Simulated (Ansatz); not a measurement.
# SiClOF2 (SMILES [O][Si](F)(F)Cl): USVWN5/def2-SVP

Aim: the vertical ionisation energy of SiClOF2 at USVWN5/def2-SVP, from 2 runs. 

Program for the calculation: Ansatz 0.2.0.

70 further runs of the same task are left out: 2 that didn't finish, 68 set aside as unsound or not needed. Runs told in other sessions of the task aren't counted.

## (1) The structure to begin with

The species is SiClOF2 (5 atoms), meant as a doublet with charge 0. As SMILES, `[O][Si](F)(F)Cl`. The coordinates come from a PBE0-D4/def2-TZVP relaxation.

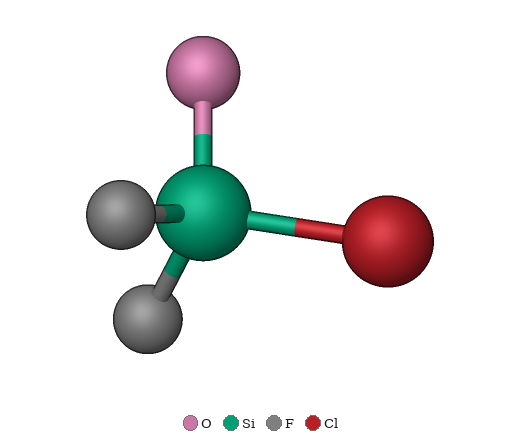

Viewed from a chosen angle; oxygen pink, silicon teal, fluorine grey, chlorine red.

## (2) The energy at USVWN5/def2-SVP

File molecule.yaml:

```yaml
crystal:
  periodic: [false, false, false]
  atoms:
    - symbol: O
      position_ang: [-0.173100, 0.048700, 1.622400]
    - symbol: Si
      position_ang: [0.071000, -0.092200, 0.005600]
    - symbol: F
      position_ang: [-0.374600, -1.493300, -0.542700]
    - symbol: F
      position_ang: [1.581700, 0.074400, -0.383900]
    - symbol: Cl
      position_ang: [-1.055100, 1.388700, -0.742800]
basis:
  gaussian: {orbitals: def2-SVP}
magnetization: {spin_polarized: true, initial_magnetization: 1}
hamiltonian: {xc: {name: SVWN5}}
accuracy: high
output: {orbitals: {seedname: orbitals}}
```

On the command line:

```
$ ansatz run molecule.yaml --threads 1 --pin off --max-ram 2610MiB --events-out events.jsonl --progress --plain --runs-dir runs
```

Output:

```text
Warning: RAYON_NUM_THREADS=1 ignored (pool sized by the plan → 1); use --threads N
Functional definition: SVWN5
  name "SVWN5"
  exchange = slater_x
  correlation = vwn5_c
1499 factors; integrals over basis functions are off by at most 3.7e-9 eV
mean field evaluation 1: about -27736.2483 eV, gradient 5.6e1 eV
mean field evaluation 2: about -27517.9659 eV, gradient 1.6e2 eV
mean field evaluation 4: about -27743.8788 eV, gradient 4.4e1 eV
mean field evaluation 8: about -27751.4815 eV, gradient 8.5e-1 eV
mean field evaluation 16: about -27751.4858 eV, gradient 2.0e-4 eV
mean field evaluation 32: about -27751.4089 eV, gradient 4.0e-1 eV
mean field -27751.48582184 eV, -1019.8482933199 hartree, gradient 3.6e-8 eV, S^2 0.752158; 5 other end points of the search recorded, 0 dependent functions left out
reference -27751.48582421 eV, -1019.8482934069 hartree; 29, 28 occupied and 49, 50 virtual orbitals, 1499 factors
Total energy: -27751.48582421 eV, -1019.8482934069 hartree
```

Wall time 8.4 s (1 thread of Intel Xeon Platinum 8259CL at 2.50GHz (Skylake/Cascade Lake), shared host); peak memory 0.22 GiB.

## (3) The singlet cation

File in.yaml:

```yaml
crystal:
  periodic: [false, false, false]
  atoms:
    - symbol: O
      position_ang: [-0.173100, 0.048700, 1.622400]
    - symbol: Si
      position_ang: [0.071000, -0.092200, 0.005600]
    - symbol: F
      position_ang: [-0.374600, -1.493300, -0.542700]
    - symbol: F
      position_ang: [1.581700, 0.074400, -0.383900]
    - symbol: Cl
      position_ang: [-1.055100, 1.388700, -0.742800]
basis:
  gaussian:
    orbitals: def2-SVP
total_charge: 1
hamiltonian:
  xc: {name: SVWN5}
accuracy: high
output: {orbitals: {seedname: orbitals}}
```

On the command line:

```
$ ansatz run in.yaml --threads 1 --pin off --max-ram 2610MiB --events-out events.jsonl --progress --plain --runs-dir runs
```

Output:

```text
Warning: RAYON_NUM_THREADS=1 ignored (pool sized by the plan → 1); use --threads N
[... 4 set-up lines as earlier in the session ...]
1496 factors; integrals over basis functions are off by at most 3.6e-9 eV
mean field evaluation 1: about -27703.3531 eV, gradient 1.2e2 eV
mean field evaluation 2: about -27342.2365 eV, gradient 3.5e2 eV
mean field evaluation 4: about -27730.7605 eV, gradient 4.6e1 eV
mean field evaluation 8: about -27736.5627 eV, gradient 2.4e1 eV
mean field evaluation 16: about -27738.4593 eV, gradient 1.1e-2 eV
mean field evaluation 32: about -27738.4120 eV, gradient 3.2e0 eV
mean field evaluation 64: about -27738.0965 eV, gradient 1.2e1 eV
mean field -27738.45930809 eV, -1019.3695777694 hartree, gradient 1.2e-8 eV, S^2 0.000000; 7 other end points of the search recorded, 0 dependent functions left out
reference -27738.45931044 eV, -1019.3695778557 hartree; 28, 28 occupied and 50, 50 virtual orbitals, 1496 factors
Total energy: -27738.45931044 eV, -1019.3695778557 hartree
```

It took 6.3 s on 1 thread of Intel Xeon Platinum 8259CL at 2.50GHz (Skylake/Cascade Lake), shared host; peak memory 0.19 GiB.

## (4) What came out

At USVWN5/def2-SVP:

```
                                           quantity           value
                      doublet SiClOF2: total energy  -1019.84829 Eh
doublet SiClOF2: HOMO energy (highest over α and β)        -7.88 eV
 doublet SiClOF2: LUMO energy (lowest over α and β)        -7.65 eV
                              doublet SiClOF2: ⟨S²⟩           0.752
                       singlet cation: total energy  -1019.36958 Eh
 vertical ionisation energy (to the singlet cation)       13.027 eV
```

The vertical ionisation energy comes to 13.03 eV (1257 kJ/mol). Only the singlet of the ionised species was computed; a triplet could lie lower.
